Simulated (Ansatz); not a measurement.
Run report: C2H9BO, nudged elastic band (part 2 of 2)

The same run, continued: C2H9BO; RKS PBE-D4/6-31G* (Ansatz 0.2.0). The run did not end well. It belongs to a series of runs on one base structure; here: band between the two ends.

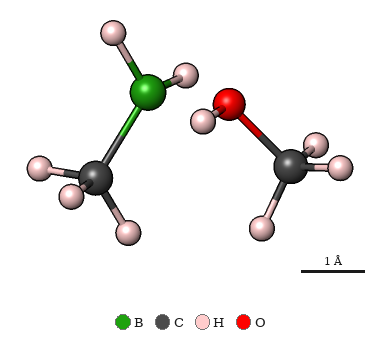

Figure 1. The starting structure (ball-and-stick view, seen at a tilt).

**The last band as extended XYZ, continued**
```
13
Properties=species:S:1:pos:R:3:forces:R:3 image=1 energy=-4936.79762
B     0.1779   -0.1624    0.2133    0.0011  -0.0112   0.0098
C    -0.2653    0.1166    1.7349   -0.0052  -0.0007   0.0053
H    -1.3002   -0.1859    1.9859   -0.0060  -0.0071   0.0112
H     0.4088   -0.3565    2.4822   -0.0032   0.0256   0.0188
H    -0.2003    1.2011    1.9425   -0.0226   0.0032  -0.0238
H     1.3140    0.1709   -0.0730   -0.0003   0.0003   0.0145
H    -0.6471    0.0556   -0.6576    0.0017  -0.0149   0.0082
O     0.3436   -1.8682    0.1165    0.0126  -0.0067  -0.0114
C    -0.8780   -2.6301   -0.0704   -0.0020   0.0055   0.0005
H    -0.6212   -3.7005   -0.1188   -0.0199   0.0048   0.0080
H    -1.6022   -2.4340    0.7373    0.0055   0.0299   0.0016
H    -1.2905   -2.2919   -1.0287   -0.0021   0.0062  -0.0035
H     0.7121   -2.0923    0.9991    0.0403  -0.0349  -0.0391
13
Properties=species:S:1:pos:R:3:forces:R:3 image=2 energy=-4936.76116
B     0.1369   -0.1585    0.2207   -0.0031  -0.0223   0.0176
C    -0.1909    0.1777    1.7616   -0.0099   0.0088   0.0094
H    -1.2174   -0.0881    2.0797   -0.0057   0.0010   0.0265
H     0.5141   -0.3152    2.4686    0.0021   0.0472   0.0319
H    -0.0693    1.2584    1.9608   -0.0306   0.0094  -0.0468
H     1.2467    0.1508   -0.1712   -0.0069  -0.0009   0.0211
H    -0.7546    0.0198   -0.5919   -0.0041  -0.0347   0.0169
O     0.2833   -1.8815    0.2535    0.0223  -0.0179  -0.0194
C    -0.8566   -2.6833   -0.1454   -0.0232   0.0332   0.0040
H    -0.5670   -3.7454   -0.1034   -0.0313  -0.0123  -0.0001
H    -1.7330   -2.4904    0.4967    0.0153   0.0424  -0.0164
H    -1.0835   -2.3908   -1.1775    0.0053   0.0097  -0.0101
H     0.4429   -2.0312    1.2111    0.0697  -0.0637  -0.0347
13
Properties=species:S:1:pos:R:3:forces:R:3 image=3 energy=-4936.73092
B     0.1087   -0.1633    0.2373   -0.0106  -0.0386   0.0224
C    -0.1087    0.2445    1.7809    0.0123   0.0606   0.0122
H    -1.1283    0.0295    2.1550   -0.0157   0.0137   0.0510
H     0.6129   -0.2691    2.4546    0.0126   0.0613   0.0495
H     0.0692    1.3220    1.9571   -0.0311  -0.0198  -0.0824
H     1.2012    0.0696   -0.2444   -0.0148  -0.0050   0.0246
H    -0.8288    0.0169   -0.5229   -0.0145  -0.0542   0.0312
O     0.1717   -1.8929    0.4006    0.0263  -0.0338  -0.0090
C    -0.8367   -2.7332   -0.2090    0.0031   0.0126  -0.0217
H    -0.5169   -3.7837   -0.1103   -0.0485  -0.0040  -0.0186
H    -1.8261   -2.5824    0.2550   -0.0022   0.0543  -0.0233
H    -0.8777   -2.4461   -1.2664    0.0175   0.0142  -0.0128
H     0.1112   -1.9894    1.3757    0.0656  -0.0612  -0.0232
13
Properties=species:S:1:pos:R:3:forces:R:3 image=4 energy=-4936.55392
B     0.0823   -0.2037    0.2470   -0.0071   0.1944   0.1242
C    -0.0487    0.1914    1.8292    0.0018   0.0675  -0.0901
H    -1.0544    0.1001    2.2945    0.0554   0.0154  -0.1315
H     0.6784   -0.2929    2.5223    0.0059   0.0741  -0.1700
H     0.2106    1.2571    1.8587   -0.0166   0.3160   0.1791
H     1.1534    0.0617   -0.2562   -0.0176  -0.0117  -0.0593
H    -0.9052    0.0339   -0.4255    0.0047  -0.0334  -0.0291
O     0.1186   -1.8988    0.4290   -0.0184   0.0187   0.0843
C    -0.8103   -2.7717   -0.2598   -0.0206  -0.0032   0.0431
H    -0.5129   -3.8120   -0.0501   -0.0508   0.0034  -0.0043
H    -1.8479   -2.5939    0.0651   -0.0148   0.0606  -0.0224
H    -0.7239   -2.5680   -1.3359    0.0754   0.0820   0.0391
H    -0.1884   -1.6809    1.3450    0.0028  -0.7839   0.0368
13
Properties=species:S:1:pos:R:3:forces:R:3 image=5 energy=-4935.84609
B     0.1056   -0.3493    0.1862    0.0111  -0.0207   0.0211
C    -0.0847    0.0417    1.9275    0.0518   0.1337  -0.0839
H    -1.0879    0.0807    2.3788   -0.0623  -0.0368  -0.0022
H     0.6478   -0.3301    2.6666    0.0231   0.0405   0.0534
H     0.2239    1.0865    1.7275   -0.0796  -0.1225  -0.0365
H     1.1819    0.0658   -0.1734   -0.0072   0.0129   0.0128
H    -0.8903    0.0356   -0.3854   -0.0099  -0.0503   0.0289
O     0.1635   -1.9294    0.3496    0.0348  -0.0454  -0.0336
C    -0.8117   -2.7466   -0.3052    0.0272   0.0145   0.0276
H    -0.5446   -3.7971   -0.0986   -0.0581   0.0160  -0.0141
H    -1.8412   -2.5565    0.0517    0.0061   0.0811   0.0154
H    -0.7750   -2.5708   -1.3939   -0.0029   0.0341  -0.0112
H    -0.1358   -1.2083    1.3321    0.0660  -0.0571   0.0223
13
Properties=species:S:1:pos:R:3:forces:R:3 image=6 energy=-4937.51002
B     0.1825   -0.5483   -0.2455    0.0797  -0.1599  -0.3764
C    -0.1126    0.0096    2.2521    0.1156   0.3602   0.4882
H    -1.1095    0.1379    2.6893   -0.0458   0.0725   0.2440
H     0.6372   -0.3036    2.9946   -0.0965   0.1381   0.2046
H     0.2177    0.9587    1.7891   -0.1127  -0.2868   0.0029
H     1.2217    0.0588   -0.2101    0.0283  -0.0052  -0.0009
H    -0.8710   -0.0033   -0.5043    0.0175  -0.0959  -0.0617
O     0.2863   -1.9100   -0.1295    0.1315  -0.0379  -0.4159
C    -0.8250   -2.7619   -0.4143    0.0488  -0.0191  -0.1012
H    -0.5744   -3.7730   -0.0551   -0.0170   0.0094   0.0029
H    -1.7703   -2.4320    0.0570    0.0937   0.1263   0.0500
H    -0.9605   -2.7882   -1.5057   -0.1768  -0.1592  -0.0949
H    -0.1704   -0.8224    1.5459   -0.0663   0.0574   0.0584
13
Properties=species:S:1:pos:R:3:forces:R:3 image=7 energy=-4937.84543
B     0.1964   -0.5202   -0.5451    0.0107   0.0008  -0.0523
C    -0.0759   -0.0694    2.4700   -0.0107   0.1335   0.1158
H    -1.1191   -0.0690    2.8197    0.0050   0.0147   0.0373
H     0.6114   -0.1595    3.3242   -0.0244   0.0405   0.0452
H     0.1324    0.8693    1.9306   -0.0147  -0.0506   0.0379
H     1.2396    0.0826   -0.4983   -0.0007  -0.0019  -0.0497
H    -0.8740    0.0227   -0.7203   -0.0067  -0.0310   0.0169
O     0.2871   -1.8662   -0.4059    0.0203  -0.0330  -0.1017
C    -0.8668   -2.7113   -0.4641    0.0172  -0.0120  -0.0324
H    -0.7226   -3.5389    0.2496    0.0032   0.0246   0.0096
H    -1.7956   -2.1674   -0.2169    0.0239   0.0541  -0.0225
H    -0.9473   -3.1291   -1.4807   -0.0400  -0.0557  -0.0186
H     0.0861   -0.9212    1.8005    0.0170  -0.0838   0.0145
13
Properties=species:S:1:pos:R:3:forces:R:3 image=8 energy=-4937.91431
B     0.2246   -0.5190   -0.7282   -0.0020   0.0039  -0.0082
C    -0.0402   -0.1268    2.6643    0.0030  -0.0048   0.0017
H    -1.0721   -0.3156    2.9977    0.0057  -0.0024  -0.0044
H     0.5859    0.1314    3.5319   -0.0046  -0.0062  -0.0065
H    -0.0342    0.7107    1.9495   -0.0030  -0.0036   0.0016
H     1.2906    0.0452   -0.7595   -0.0117  -0.0116   0.0017
H    -0.8379    0.0595   -0.8215    0.0006  -0.0055   0.0010
O     0.2675   -1.8653   -0.5936    0.0128  -0.0038  -0.0068
C    -0.9249   -2.6550   -0.5486   -0.0060   0.0188   0.0069
H    -0.9392   -3.2131    0.4030   -0.0069   0.0096  -0.0138
H    -1.8310   -2.0263   -0.6245    0.0187  -0.0176  -0.0005
H    -0.9008   -3.3761   -1.3836   -0.0030   0.0136   0.0201
H     0.3634   -1.0272    2.1764   -0.0036   0.0096   0.0070
```

The run was set up as follows.

**Input file**
```yaml
crystal:
  periodic: [false, false, false]
  atoms:
    - { symbol: B, position_ang: [0.231429, -0.174484, 0.21932] }
    - { symbol: C, position_ang: [-0.336466, 0.079529, 1.702388] }
    - { symbol: H, position_ang: [-1.379569, -0.249679, 1.876149] }
    - { symbol: H, position_ang: [0.28885, -0.354779, 2.510204] }
    - { symbol: H, position_ang: [-0.332403, 1.171271, 1.883699] }
    - { symbol: H, position_ang: [1.398283, 0.136826, 0.047376] }
    - { symbol: H, position_ang: [-0.51016, 0.114045, -0.704879] }
    - { symbol: O, position_ang: [0.364774, -1.863538, -0.000285] }
    - { symbol: C, position_ang: [-0.891973, -2.592421, 0.008052] }
    - { symbol: H, position_ang: [-0.685399, -3.661199, -0.156257] }
    - { symbol: H, position_ang: [-1.438248, -2.432709, 0.951529] }
    - { symbol: H, position_ang: [-1.470253, -2.17796, -0.827705] }
    - { symbol: H, position_ang: [0.912734, -2.172601, 0.753711] }
basis:
  gaussian: { orbitals: "6-31G*" }
hamiltonian:
  xc: pbe
  dispersion: d4
neb:
  order_check: false
  images: 7
  f_tol: 0.03
  max_iterations: 60
  optimiser: lbfgs
  climbing: immediate
  final_atoms:
    - { symbol: B, position_ang: [0.22455524, -0.51895672, -0.72821097] }
    - { symbol: C, position_ang: [-0.04023693, -0.12680012, 2.66426388] }
    - { symbol: H, position_ang: [-1.07207664, -0.3156301, 2.99764964] }
    - { symbol: H, position_ang: [0.58593514, 0.13139563, 3.53185798] }
    - { symbol: H, position_ang: [-0.03415564, 0.71067141, 1.94954812] }
    - { symbol: H, position_ang: [1.29060511, 0.04520902, -0.75950368] }
    - { symbol: H, position_ang: [-0.83792932, 0.05948413, -0.82148705] }
    - { symbol: O, position_ang: [0.2674915, -1.86531657, -0.59356883] }
    - { symbol: C, position_ang: [-0.92491789, -2.65499817, -0.5486044] }
    - { symbol: H, position_ang: [-0.93921164, -3.21311434, 0.40301291] }
    - { symbol: H, position_ang: [-1.83101057, -2.02631387, -0.62446031] }
    - { symbol: H, position_ang: [-0.90084187, -3.37613483, -1.38355201] }
    - { symbol: H, position_ang: [0.36339251, -1.02719448, 2.17635673] }
  initial_path:
    images:
      - { positions_ang: [[0.231429, -0.174484, 0.21932], [-0.336466, 0.079529, 1.702388], [-1.379569, -0.249679, 1.876149], [0.28885, -0.354779, 2.510204], [-0.332403, 1.171271, 1.883699], [1.398283, 0.136826, 0.047376], [-0.51016, 0.114045, -0.704879], [0.364774, -1.863538, -0.000285], [-0.891973, -2.592421, 0.008052], [-0.685399, -3.661199, -0.156257], [-1.438248, -2.432709, 0.951529], [-1.470253, -2.17796, -0.827705], [0.912734, -2.172601, 0.753711]] }
      - { positions_ang: [[0.2038057, -0.14776276, 0.15371506], [-0.26000735, 0.07695233, 1.75083608], [-1.30329518, -0.2250231, 1.95778339], [0.38075214, -0.43109914, 2.47612341], [-0.18937035, 1.15264577, 1.96711487], [1.34677264, 0.05941299, -0.10202683], [-0.59708878, 0.07406672, -0.70851483], [0.21193509, -1.80194145, 0.14470675], [-0.86849292, -2.61621348, -0.03718906], [-0.58079574, -3.65324067, -0.09761114], [-1.54761954, -2.52328571, 0.73124627], [-1.27351158, -2.25259612, -0.93491874], [0.62851488, -1.88961436, 0.96203675]] }
      - { positions_ang: [[0.17618239, -0.12104151, 0.08811012], [-0.18354871, 0.07437565, 1.79928417], [-1.22702135, -0.2003672, 2.03941778], [0.47265427, -0.50741929, 2.44204282], [-0.04633771, 1.13402053, 2.05053073], [1.29526228, -0.01800002, -0.25142965], [-0.68401756, 0.03408845, -0.71215066], [0.05909617, -1.74034491, 0.2896985], [-0.84501285, -2.64000597, -0.08243011], [-0.47619247, -3.64528234, -0.03896527], [-1.65699109, -2.61386242, 0.51096354], [-1.07677015, -2.32723224, -1.04213247], [0.34429576, -1.60662772, 1.1703625]] }
      - { positions_ang: [[0.14855909, -0.09432027, 0.02250518], [-0.10709006, 0.07179898, 1.84773225], [-1.15074753, -0.17571131, 2.12105218], [0.56455641, -0.58373943, 2.40796223], [0.09669494, 1.1153953, 2.1339466], [1.24375192, -0.09541304, -0.40083248], [-0.77094634, -0.00588983, -0.71578649], [-0.09374274, -1.67874836, 0.43469025], [-0.82153277, -2.66379845, -0.12767117], [-0.37158921, -3.63732401, 0.01968059], [-1.76636263, -2.70443914, 0.29068081], [-0.88002873, -2.40186836, -1.14934621], [0.06007664, -1.32364108, 1.37868826]] }
      - { positions_ang: [[0.12093579, -0.06759903, -0.04309976], [-0.03063142, 0.06922231, 1.89618034], [-1.0744737, -0.15105541, 2.20268657], [0.65645855, -0.66005958, 2.37388164], [0.23972759, 1.09677006, 2.21736247], [1.19224156, -0.17282605, -0.55023531], [-0.85787512, -0.0458681, -0.71942233], [-0.24658165, -1.61715182, 0.57968201], [-0.79805269, -2.68759094, -0.17291223], [-0.26698595, -3.62936568, 0.07832646], [-1.87573417, -2.79501585, 0.07039809], [-0.68328731, -2.47650448, -1.25655995], [-0.22414248, -1.04065444, 1.58701401]] }
      - { positions_ang: [[0.14684065, -0.18043845, -0.21437756], [-0.0330328, 0.0202167, 2.08820123], [-1.07387444, -0.19219908, 2.40142734], [0.6388277, -0.46219578, 2.66337573], [0.17125678, 1.0002454, 2.15040888], [1.21683245, -0.11831728, -0.6025524], [-0.85288867, -0.01953004, -0.74493851], [-0.11806336, -1.67919301, 0.2863693], [-0.82976899, -2.67944274, -0.26683527], [-0.43504237, -3.52530284, 0.15949807], [-1.86455327, -2.60284035, -0.10331651], [-0.73767595, -2.70141207, -1.28830796], [-0.07725873, -1.03728945, 1.73434969]] }
      - { positions_ang: [[0.17274551, -0.29327787, -0.38565537], [-0.03543417, -0.02878891, 2.28022211], [-1.07327517, -0.23334275, 2.6001681], [0.62119684, -0.26433198, 2.95286981], [0.10278598, 0.90372073, 2.08345529], [1.24142334, -0.06380851, -0.6548695], [-0.84790222, 0.00680801, -0.77045469], [0.01045493, -1.74123419, -0.00694341], [-0.86148529, -2.67129455, -0.36075831], [-0.6030988, -3.42124001, 0.24066968], [-1.85337237, -2.41066486, -0.27703111], [-0.79206459, -2.92631966, -1.32005598], [0.06962502, -1.03392446, 1.88168537]] }
      - { positions_ang: [[0.19865037, -0.4061173, -0.55693317], [-0.03783555, -0.07779451, 2.472243], [-1.07267591, -0.27448642, 2.79890887], [0.60356599, -0.06646817, 3.2423639], [0.03431517, 0.80719607, 2.0165017], [1.26601422, -0.00929975, -0.70718659], [-0.84291577, 0.03314607, -0.79597087], [0.13897321, -1.80327538, -0.30025612], [-0.89320159, -2.66314636, -0.45468136], [-0.77115522, -3.31717717, 0.32184129], [-1.84219147, -2.21848936, -0.45074571], [-0.84645323, -3.15122724, -1.35180399], [0.21650876, -1.03055947, 2.02902105]] }
      - { positions_ang: [[0.22455524, -0.51895672, -0.72821097], [-0.04023693, -0.12680012, 2.66426388], [-1.07207664, -0.3156301, 2.99764964], [0.58593514, 0.13139563, 3.53185798], [-0.03415564, 0.71067141, 1.94954812], [1.29060511, 0.04520902, -0.75950368], [-0.83792932, 0.05948413, -0.82148705], [0.2674915, -1.86531657, -0.59356883], [-0.92491789, -2.65499817, -0.5486044], [-0.93921164, -3.21311434, 0.40301291], [-1.83101057, -2.02631387, -0.62446031], [-0.90084187, -3.37613483, -1.38355201], [0.36339251, -1.02719448, 2.17635673]] }
```

Command:
```bash
ansatz run input.yaml --threads 1 --pin off --max-ram 2048MiB --backend cpu --events-out ev --progress --plain --runs-dir out
```

**What the run reported**

| quantity | value |
| --- | --- |
| outcome | not converged |
| barrier, forward (band not converged) | 0.969 eV |
| barrier, backward | 2.068 eV |
| hardware | 1 thread of Arm Neoverse V2, 24 GiB of memory available, shared host |
| wall time | 14 min |
| peak memory | 0.12 GiB |

The run did not converge: “NEB band did not converge after 60 iterations: max|band force component| = 3.73e-1 eV/Å (threshold 3.0e-2); raise `neb.max_iterations` in a new run, which can start from the last band evaluated (`neb.initial_path`, with `crystal.atoms` and `neb.final_atoms` set to its first and last images), add images, or start from endpoints closer to local minima …” Its last values are not results.
